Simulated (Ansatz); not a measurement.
# C2H7BO2 (SMILES COB(C)O) at revPBE/6-31G(d) (spherical functions)

Aim: the electronic atomisation energy of C2H7BO2 at revPBE/6-31G* (spherical functions), from 5 runs. 

Program for the calculation: Ansatz 0.2.0.

43 further runs of the same task are left out: 43 set aside as unsound or not needed. Runs told in other sessions of the task aren't counted.

## (1) The molecule

The species is C2H7BO2 (12 atoms), meant as a singlet with charge 0. As SMILES, `COB(C)O`. Geometry: relaxed at PBE0-D4/def2-TZVP. This is one conformer, not always the lowest.

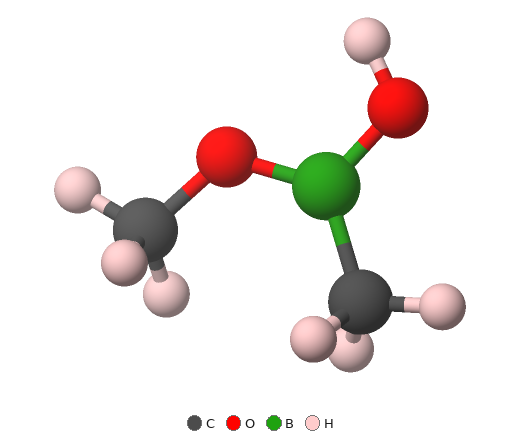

Viewed from a chosen angle; carbon dark grey, oxygen red, boron green, hydrogen pink.

## (2) The energy at revPBE/6-31G(d) (spherical functions)

input.yaml reads:

```yaml
crystal:
  periodic: [false, false, false]
  atoms:
    - symbol: C
      position_ang: [-0.385800, 1.104700, 1.227500]
    - symbol: O
      position_ang: [-0.288300, 1.094500, -0.177300]
    - symbol: B
      position_ang: [0.078500, -0.027600, -0.868600]
    - symbol: C
      position_ang: [0.403800, -1.405400, -0.192200]
    - symbol: O
      position_ang: [0.151500, 0.090300, -2.225400]
    - symbol: H
      position_ang: [0.601000, 1.027300, 1.694500]
    - symbol: H
      position_ang: [-1.011800, 0.286800, 1.596500]
    - symbol: H
      position_ang: [-0.837700, 2.051400, 1.525200]
    - symbol: H
      position_ang: [-0.473600, -1.805200, 0.327000]
    - symbol: H
      position_ang: [0.726300, -2.144900, -0.925200]
    - symbol: H
      position_ang: [1.187500, -1.307000, 0.565300]
    - symbol: H
      position_ang: [-0.074500, 0.980100, -2.513200]
basis:
  gaussian:
    orbitals: 6-31G_st_-spherical.json
hamiltonian:
  xc: {name: revPBE}
accuracy: high
output: {orbitals: {seedname: orbitals}}
```

The basis set 6-31G* is read from a file made from the Basis Set Exchange's data (not shown).

On the command line:

```sh
$ ansatz run input.yaml --threads 1 --pin off --max-ram 2610MiB --events-out events.jsonl --progress --plain --runs-dir runs
```

Standard output:

```text
Warning: RAYON_NUM_THREADS=1 ignored (pool sized by the plan → 1); use --threads N
Functional definition: revPBE
  name "revPBE"
  parameter kappa = 1.245
  parameter beta = 0.06672455060314922
  exchange = pbe_x(kappa = kappa, mu = beta*pi^2/3)
  correlation = pbe_c(beta = beta)
2076 factors; integrals over basis functions are off by at most 3.4e-9 eV
mean field evaluation 1: about -6947.5656 eV, gradient 7.4e1 eV
mean field evaluation 2: about -6932.5630 eV, gradient 1.1e2 eV
mean field evaluation 4: about -6958.6353 eV, gradient 4.8e0 eV
mean field evaluation 8: about -6958.6739 eV, gradient 8.0e-2 eV
mean field evaluation 16: about -6958.6740 eV, gradient 8.8e-6 eV
mean field -6958.67395323 eV, -255.7265510228 hartree, gradient 2.9e-8 eV, S^2 0.000000; 0 other end points of the search recorded, 0 dependent functions left out
reference -6958.67395636 eV, -255.7265511375 hartree; 20, 20 occupied and 64, 64 virtual orbitals, 2076 factors
Total energy: -6958.67395636 eV, -255.7265511375 hartree
```

Run time: 8.7 s. Hardware: 1 thread of Arm Neoverse V1, shared host; peak memory 0.21 GiB.

## (3) The B atom at the same level

in.yaml reads:

```yaml
basis:
  gaussian: {orbitals: 6-31G_st_-spherical.json}
crystal:
  periodic: [false, false, false]
  atoms:
    - {symbol: B, position_ang: [0.000000, 0.000000, 0.000000]}
magnetization: {spin_polarized: true, initial_magnetization: 1}
hamiltonian: {xc: {name: revPBE}}
accuracy: high
```

The basis set 6-31G* is read from a file made from the Basis Set Exchange's data (not shown).

Run the same way, it converges to -24.64323 Eh (log not shown).

## (4) The C atom, same level

in.yaml reads:

```yaml
crystal:
  periodic: [false, false, false]
  atoms:
    - {symbol: C, position_ang: [0.000000, 0.000000, 0.000000]}
basis:
  gaussian:
    orbitals: 6-31G_st_-spherical.json
magnetization:
  spin_polarized: true
  initial_magnetization: 2
hamiltonian:
  xc: {name: revPBE}
accuracy: high
```

The basis set 6-31G* is read from a file made from the Basis Set Exchange's data (not shown).

On the command line:

```sh
$ ansatz run in.yaml --threads 1 --pin off --max-ram 2610MiB --events-out events.jsonl --progress --plain --runs-dir runs
```

Standard output:

```text
Warning: RAYON_NUM_THREADS=1 ignored (pool sized by the plan → 1); use --threads N
Functional definition: revPBE
  name "revPBE"
  parameter kappa = 1.245
  parameter beta = 0.06672455060314922
  exchange = pbe_x(kappa = kappa, mu = beta*pi^2/3)
  correlation = pbe_c(beta = beta)
96 factors; integrals over basis functions are off by at most 1.1e-9 eV
mean field evaluation 1: about -1029.3260 eV, gradient 4.4e0 eV
mean field evaluation 2: about -1029.4203 eV, gradient 1.9e0 eV
mean field evaluation 4: about -1029.4464 eV, gradient 2.6e-1 eV
mean field evaluation 8: about -1029.4466 eV, gradient 4.6e-5 eV
mean field evaluation 16: about -1029.4466 eV, gradient 5.6e-2 eV
mean field evaluation 32: about -1029.4466 eV, gradient 1.8e-8 eV
mean field -1029.44662886 eV, -37.8314658265 hartree, gradient 1.8e-8 eV, S^2 2.001583; 2 other end points of the search recorded, 0 dependent functions left out
reference -1029.44663049 eV, -37.8314658866 hartree; 4, 2 occupied and 10, 12 virtual orbitals, 96 factors
Total energy: -1029.44663049 eV, -37.8314658866 hartree
```

It took 0.48 s on 1 thread of Arm Neoverse V1, shared host.

## (5) The H atom at the same level

molecule.yaml reads:

```yaml
crystal:
  periodic: [false, false, false]
  atoms:
    - {symbol: H, position_ang: [0.000000, 0.000000, 0.000000]}
basis:
  gaussian:
    orbitals: "6-31G*"
accuracy: high
hamiltonian:
  xc: {name: revPBE}
magnetization:
  spin_polarized: true
  initial_magnetization: 1
```

On the command line:

```sh
$ ansatz run molecule.yaml --threads 1 --pin off --max-ram 2610MiB --events-out events.jsonl --progress --plain --runs-dir runs
```

Standard output:

```text
Warning: RAYON_NUM_THREADS=1 ignored (pool sized by the plan → 1); use --threads N
Functional definition: revPBE
  name "revPBE"
  parameter kappa = 1.245
  parameter beta = 0.06672455060314922
  exchange = pbe_x(kappa = kappa, mu = beta*pi^2/3)
  correlation = pbe_c(beta = beta)
3 factors; integrals over basis functions are off by at most 5.4e-10 eV
mean field evaluation 1: about -13.6592 eV, gradient 1.3e-1 eV
mean field evaluation 2: about -13.6582 eV, gradient 1.5e-1 eV
mean field evaluation 4: about -13.6584 eV, gradient 9.0e-7 eV
mean field evaluation 8: about -13.6584 eV, gradient 5.2e-10 eV
mean field -13.65837642 eV, -0.5019360756 hartree, gradient 3.5e-9 eV, S^2 0.750000; 0 other end points of the search recorded, 0 dependent functions left out
reference -13.65837845 eV, -0.5019361500 hartree; 1, 0 occupied and 1, 2 virtual orbitals, 3 factors
Total energy: -13.65837845 eV, -0.5019361500 hartree
```

Run time: 0.1 s. Hardware: 1 thread of Arm Neoverse V1, shared host.

## (6) The O atom at the same level

job.yaml reads:

```yaml
crystal:
  periodic: [false, false, false]
  atoms:
    - {symbol: O, position_ang: [0.000000, 0.000000, 0.000000]}
basis:
  gaussian:
    orbitals: 6-31G_st_-spherical.json
magnetization:
  spin_polarized: true
  initial_magnetization: 2
hamiltonian:
  xc: {name: revPBE}
accuracy: high
```

The basis set 6-31G* is read from a file made from the Basis Set Exchange's data (not shown).

On the command line:

```sh
$ ansatz run job.yaml --threads 1 --pin off --max-ram 2610MiB --events-out events.jsonl --progress --plain --runs-dir runs
```

Standard output:

```text
Warning: RAYON_NUM_THREADS=1 ignored (pool sized by the plan → 1); use --threads N
Functional definition: revPBE
  name "revPBE"
  parameter kappa = 1.245
  parameter beta = 0.06672455060314922
  exchange = pbe_x(kappa = kappa, mu = beta*pi^2/3)
  correlation = pbe_c(beta = beta)
96 factors; integrals over basis functions are off by at most 1.3e-9 eV
mean field evaluation 1: about -2041.6026 eV, gradient 6.9e0 eV
mean field evaluation 2: about -2041.6692 eV, gradient 5.6e0 eV
mean field evaluation 4: about -2041.7879 eV, gradient 4.4e-3 eV
mean field evaluation 8: about -2041.7876 eV, gradient 9.0e-5 eV
mean field evaluation 16: about -2041.7875 eV, gradient 9.9e-2 eV
mean field -2041.78756407 eV, -75.0343090062 hartree, gradient 1.7e-9 eV, S^2 2.001944; 1 other end points of the search recorded, 0 dependent functions left out
reference -2041.78756481 eV, -75.0343090335 hartree; 5, 3 occupied and 9, 11 virtual orbitals, 96 factors
Total energy: -2041.78756481 eV, -75.0343090335 hartree
```

It took 0.42 s on 1 thread of Arm Neoverse V1, shared host.

## (7) What came out

Level: revPBE/6-31G* (spherical functions).

| quantity | value |
| --- | --- |
| molecule: total energy | -255.72655 Eh |
| molecule: HOMO energy | -6.40 eV |
| molecule: LUMO energy | 1.03 eV |
| molecule: HOMO–LUMO gap | 7.42 eV |
| B atom: total energy | -24.64323 Eh |
| B atom: ⟨S²⟩ | 0.752 |
| C atom: total energy | -37.83147 Eh |
| C atom: ⟨S²⟩ | 2.002 |
| H atom: total energy | -0.50194 Eh |
| H atom: ⟨S²⟩ | 0.750 |
| O atom: total energy | -75.03431 Eh |
| O atom: ⟨S²⟩ | 2.002 |
| electronic atomisation energy | 50.021 eV |

In words: Taking the molecule apart into free atoms costs 50.02 eV (1154 kcal/mol), before zero-point energy and without spin-orbit coupling.
